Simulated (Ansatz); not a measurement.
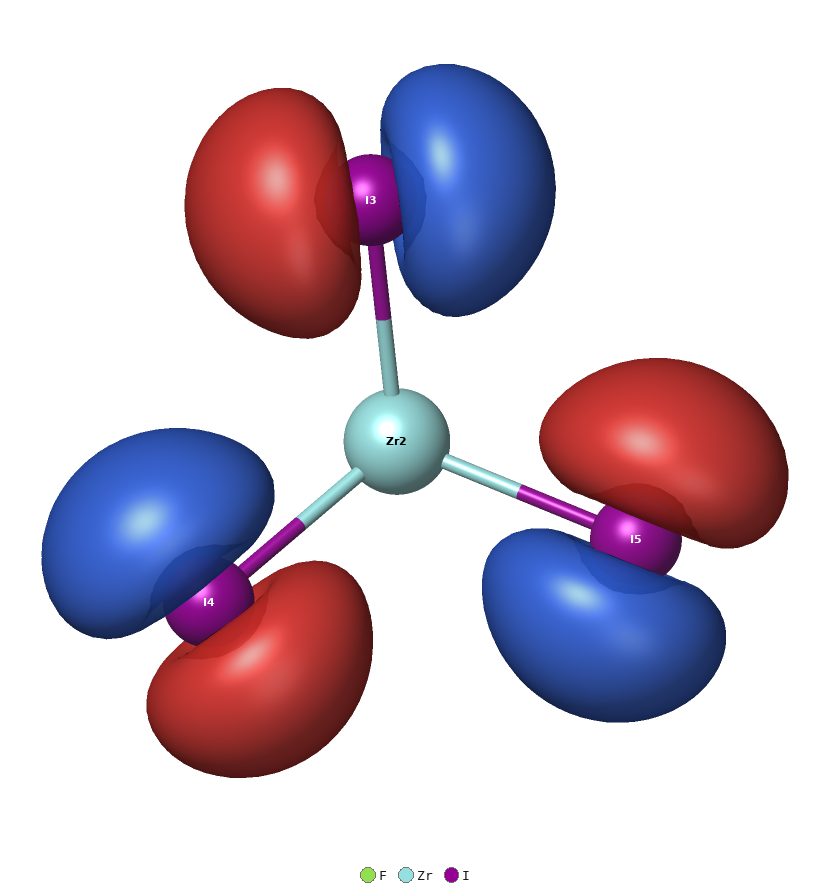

Figure. FI$_{3}$Zr (SMILES [F][Zr]([I])([I])[I]). One frontier orbital at ±0.08 Å⁻³ᐟ² (blue and red are the two phases), seen across its widest extent.

Geometry: PBE0-D4/def2-TZVP; core potentials replace the inner electrons of Zr and I.

Method: Ansatz 0.2.0, RKS PBE0-D4/def2-TZVPP.

```xyz
5

F    -0.6047   -0.0385    1.9259
Zr   -0.0376   -0.0166    0.1415
I     2.1275   -1.5833   -0.1195
I    -2.0132   -0.9361   -1.4275
I     0.5780    2.5007   -0.5617
```

Which orbital is it: HOMO or LUMO?

Answer. The HOMO, at −7.93 eV. Its weight (Hirshfeld) is mainly on I3 (about 30 %), I4 (about 30 %) and I5 (about 30 %); largely a combination of lone pairs on I3, I4 and I5.
